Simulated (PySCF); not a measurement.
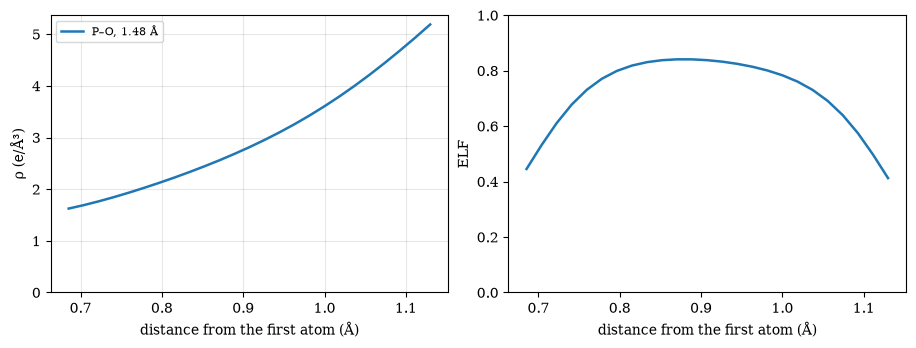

*O3P (SMILES O=P(=O)[O-]) (charge −1). Total electron density and ELF along straight lines between neighbouring atoms. The curves leave out the atomic cores.*

Geometry: GFN2-xTB.

Computed with PBE0/def2-SVPD, SCF density, gas phase in PySCF.

> What can be read from the curves?

P–O (1.48 Å): ρ is about 1.8 e/Å³ halfway; the ELF peaks at about 0.85 between the atoms; a short, strongly polar bond.
